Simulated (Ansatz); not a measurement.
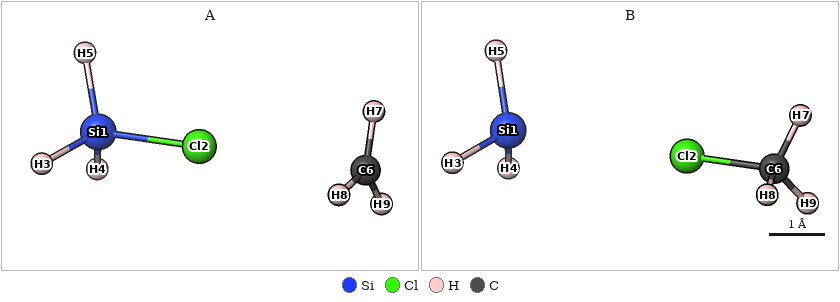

The two relaxed end points of a path for CH$_{6}$ClSi (multiplicity 2), made up at the start of SiH3Cl and CH₃. A ball-and-stick model, seen at a tilt.

The calculation used UKS CAM-B3LYP-D4/def2-SVP (Ansatz).

Settings: 9 movable images; climbing image; force threshold 0.05 eV/Å; iteration limit 60.

Start:
```xyz
9

Si    0.0006    0.0001   -0.2836
Cl    0.0015    0.0016    1.7830
H     1.4033    0.0005   -0.7669
H    -0.7018    1.2142   -0.7669
H    -0.7003   -1.2156   -0.7651
C    -0.0004   -0.0002    5.1801
H    -0.5902   -0.9167    5.1638
H     1.0881   -0.0527    5.1626
H    -0.4993    0.9688    5.1659
```

End:
```xyz
9

Si    0.0007   -0.0001   -0.5813
Cl   -0.0013   -0.0001    3.0752
H     1.4171   -0.0001   -1.0421
H    -0.7075    1.2266   -1.0422
H    -0.7076   -1.2267   -1.0421
C    -0.0002    0.0000    4.8582
H    -0.5597   -0.8719    5.2162
H     1.0351   -0.0487    5.2151
H    -0.4752    0.9208    5.2160
```

**What barrier does the band find between them, and by what path?**

The highest point, image 5, lies 29.9 kcal/mol above the start and 9.0 kcal/mol above the end; the end is at +20.9 kcal/mol relative to the start. Breaking: Si1–Cl2 (2.07 → 2.49 at the top → 3.66 Å). Forming: Cl2–C6 (3.40 → 2.00 at the top → 1.78 Å). The band converged in 9 iterations. The largest component of the band force went from 2.5 to 0.039 eV/Å. The climbing image converged on the top of the path. Its vibrational analysis gives one imaginary mode (471i cm⁻¹), as a transition state must have.

Energies of the converged images:

| image | path (Å) | E (kcal/mol) |
| --- | --- | --- |
| 0 | 0.00 | 0.0 |
| 1 | 0.31 | 0.2 |
| 2 | 0.62 | 0.7 |
| 3 | 0.93 | 2.2 |
| 4 | 1.24 | 11.5 |
| 5 | 1.55 | 29.9 |
| 6 | 1.86 | 25.0 |
| 7 | 2.18 | 22.7 |
| 8 | 2.50 | 21.5 |
| 9 | 2.81 | 21.0 |
| 10 | 3.13 | 20.9 |

The geometry at the top of the path:

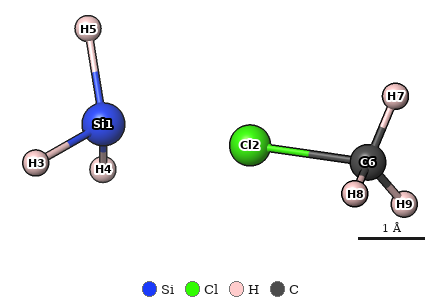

Limits of the set-up: the start holds two separate molecules, 3.4 Å apart at their closest, whose relative position is a soft coordinate.

Cost: 3.4 min on 4 threads of Intel(R) Xeon(R) Platinum 8259CL CPU @ 2.50GHz (Skylake/Cascade Lake) (shared host), peak memory 0.31 GiB.
